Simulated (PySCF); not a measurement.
```yaml
atoms:
  - { symbol: O, position_ang: [3.6189, -0.1740, 0.4281] }
  - { symbol: C, position_ang: [2.5205, 0.1787, 0.3211] }
  - { symbol: O, position_ang: [1.4415, 0.6878, 0.1884] }
  - { symbol: C, position_ang: [0.1382, 0.2764, 0.0281] }
  - { symbol: C, position_ang: [-1.0783, 0.9914, -0.1042] }
  - { symbol: C, position_ang: [-1.8290, -0.2243, -0.2345] }
  - { symbol: O, position_ang: [-2.9702, -0.5682, -0.3891] }
  - { symbol: C, position_ang: [-0.4643, -1.0360, -0.0883] }
  - { symbol: O, position_ang: [-0.0458, -2.1595, -0.0687] }
  - { symbol: H, position_ang: [-1.3227, 2.0323, -0.1034] }
```

Geometry: GFN2-xTB.

Method: UKS B3LYP, pcH-1 on C H O, non-relativistic, mean-field spin-orbit, GIAO in PySCF 2.14.0, density-fitted response routines.

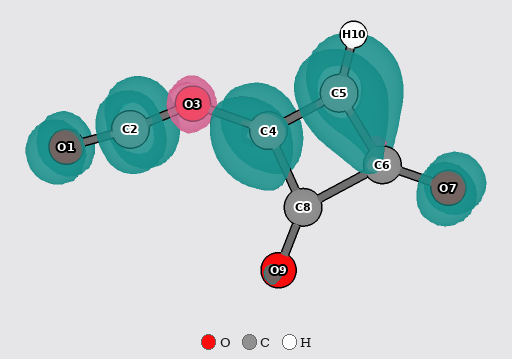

C5HO4 (SMILES O=[C]Oc1cc(=O)c1=O) (doublet). Isosurfaces of the spin density (α minus β) at +0.02 (teal) and −0.02 e/Å³ (pink), seen at an oblique angle.

Where is the unpaired spin?

The unpaired spin (1 electron) lies mostly on C5 (about 0.3), C4 (about 0.2), C2 (about 0.2), O1 (about 0.1) and O7 (about 0.1), in electrons by Hirshfeld's partition.
